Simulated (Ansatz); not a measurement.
Consider Y4Au.

```
Y Au
1.0
     5.56567    0.00000    0.00000
     0.00000    5.56567    0.00000
     0.00000    0.00000    5.56567
Y Au
4 1
Direct
  0.50000 0.00000 0.00000
  0.00000 0.50000 0.00000
  0.00000 0.00000 0.50000
  0.50000 0.50000 0.50000
  0.00000 0.00000 0.00000
```

Space group Pm-3m; a structure generated by program, which may or may not match a known phase; computed without spin polarisation.

All numbers below come from Ansatz 0.2.0, DFT PBE, scalar-relativistic, plane waves, PAW.

What will maps of the valence pseudo-density and electron localisation function show?

Answer. Y–Au (2.78 Å): the density is about 0.3 e/Å³ at the midpoint; the ELF is about 0.25 at the midpoint; no shared electron pair shows on this line.
The ELF has a maximum of about 0.70 in the space between the atoms, 2.8 Å from six Y atoms, on no atom or two-centre bond.
Bader's partition of the density gives Y −0.04 to +1.05 and Au −3.10 e.

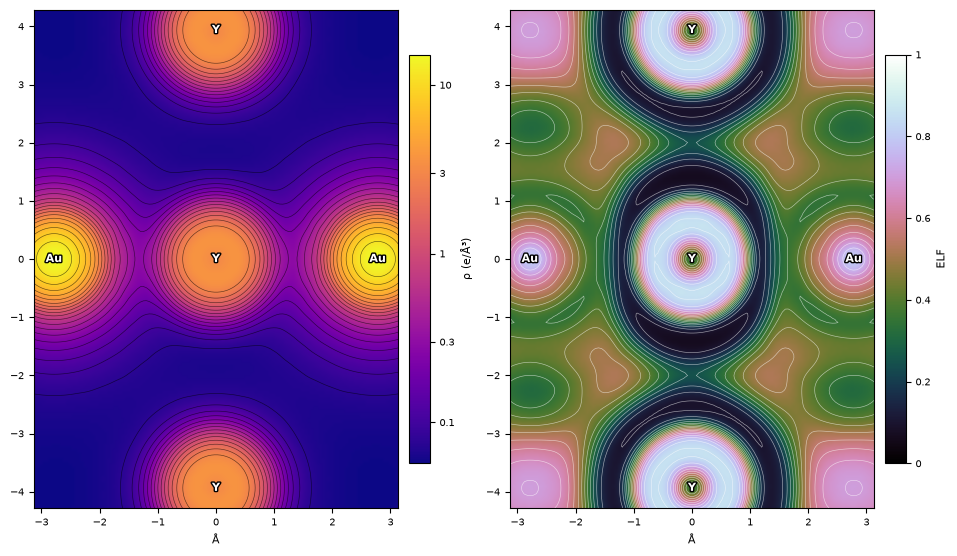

Computed valence pseudo-density and electron localisation function on the (110) plane of the conventional cell, in this order. 

In a PAW calculation such maps are meaningful between the atoms, not at the nuclei.
